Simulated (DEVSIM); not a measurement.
Structure: Schottky contact on n-type β-Ga2O3, at 300 K.

| layer (left to right) | material | thickness (μm) | Nd (cm⁻³) | τn (s) | τp (s) |
|---|---|---|---|---|---|
| 1 | β-Ga2O3 | 1.70 | 5.1e16 | 5.6e-10 | 5.6e-10 |

Left contact: Schottky, work function 5.49 eV, emission velocity 4.4e6 cm/s. Right contact: ohmic. Voltage is applied to the left contact. Recombination: SRH at mid-gap, radiative. Mobility is μmin + (μ − μmin)/(1 + (N/Nref)^α).

Constants are typed, rounded textbook-type inputs, not results; the design itself was drawn at random and stands for no fabricated device. Values at 300 K.

```
parameter      β-Ga2O3
-------------  -------
gap (eV)           4.8
affinity (eV)        4
permittivity        10
Nc (cm⁻³)       3.7e18
Nv (cm⁻³)         5e20
μn (cm²/Vs)        160
μp (cm²/Vs)          1
μn,min              20
μp,min             0.1
Nref,n            1e18
Nref,p            1e18
αn                 0.8
αp                 0.8
B (cm³/s)        1e-12
```

Simulated with DEVSIM: 1D drift-diffusion, Boltzmann statistics, complete ionisation; no tunnelling, impact ionisation, image-force lowering or self-heating. Metal contacts follow the ideal Schottky-Mott rule: no Fermi-level pinning, no interface dipoles.

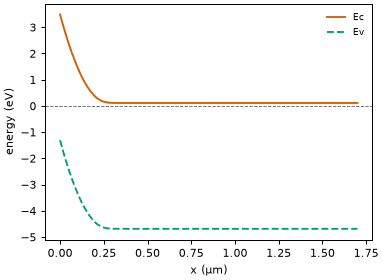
Figure. Band edges at -2.0 V on the left contact

Energies count from the Fermi level of the right contact; mesh points crowd at the junctions.

```
x (μm)    Ec (eV)  Ev (eV)  n (cm⁻³)  p (cm⁻³)  field (V/cm)
--------  -------  -------  --------  --------  ------------
0.000       3.490   -1.310     < 1e2     < 1e2       -250000
0.009229    3.264   -1.536     < 1e2     < 1e2       -240000
0.02190     2.967   -1.833     < 1e2     < 1e2       -230000
0.03682     2.636   -2.163     < 1e2     < 1e2       -210000
0.07046     1.966   -2.834     < 1e2     < 1e2       -180000
0.1060      1.371   -3.429     < 1e2     < 1e2       -150000
0.1548      0.745   -4.056   1100000     < 1e2       -110000
0.2421      0.171   -4.630    5.1e15     < 1e2        -26000
0.3417      0.111   -4.689    5.1e16     < 1e2          -160
0.4784      0.111   -4.689    5.1e16     < 1e2           ≈ 0
0.6394      0.111   -4.689    5.1e16     < 1e2           ≈ 0
0.9783      0.111   -4.689    5.1e16     < 1e2           ≈ 0
1.181       0.111   -4.689    5.1e16     < 1e2           ≈ 0
1.329       0.111   -4.689    5.1e16     < 1e2           ≈ 0
1.458       0.111   -4.689    5.1e16     < 1e2           ≈ 0
1.531       0.111   -4.689    5.1e16     < 1e2           ≈ 0
1.583       0.111   -4.689    5.1e16     < 1e2           ≈ 0
1.618       0.111   -4.689    5.1e16     < 1e2           ≈ 0
1.656       0.111   -4.689    5.1e16     < 1e2           ≈ 0
1.674       0.111   -4.689    5.1e16     < 1e2           ≈ 0
1.688       0.111   -4.689    5.1e16     < 1e2           ≈ 0
1.700       0.111   -4.689    5.1e16     < 1e2           ≈ 0
```
